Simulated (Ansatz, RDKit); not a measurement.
# A ladder of methods for BSiH4O2F (SMILES OB(F)O[SiH3])

BSiH4O2F has 9 atoms, charge 0, and is taken as a singlet. SMILES: `OB(F)O[SiH3]`. The coordinates come from a PBE0-D4/def2-TZVP relaxation. This is one conformer, not always the lowest.

Each level gives the HOMO–LUMO gap (eV). The values are calculated.

```csv
level,kind,program,value (eV)
extended Hückel,semi-empirical,RDKit,8.90
HF/6-31G* (spherical functions),Hartree–Fock,Ansatz,16.43
SVWN5/6-31G* (spherical functions),LDA,Ansatz,6.98
BLYP/6-31G* (spherical functions),GGA,Ansatz,7.13
r2SCAN/6-31G* (spherical functions),meta-GGA,Ansatz,8.07
BHLYP/6-31G* (spherical functions),global hybrid,Ansatz,11.89
CAM-B3LYP/6-31G* (spherical functions),range-separated hybrid,Ansatz,11.99
HSE06/6-31G* (spherical functions),range-separated hybrid,Ansatz,8.79
B2PLYP/6-31G* (spherical functions),double hybrid,Ansatz,12.16
```

The values span 6.98 to 16.43 eV. Orbital gaps aren't excitation energies, and those of double hybrids come from the SCF part alone; they tend to grow with the share of exact exchange.

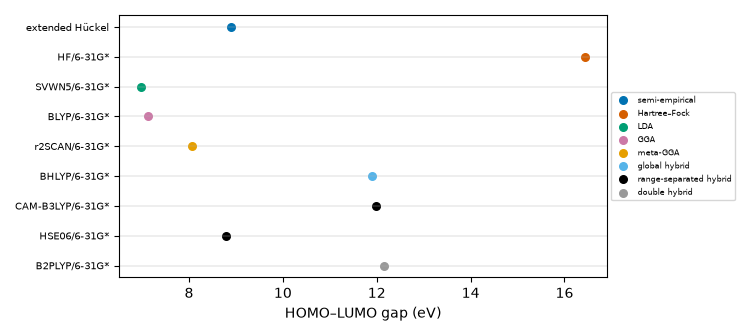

The values of the table, level by level.
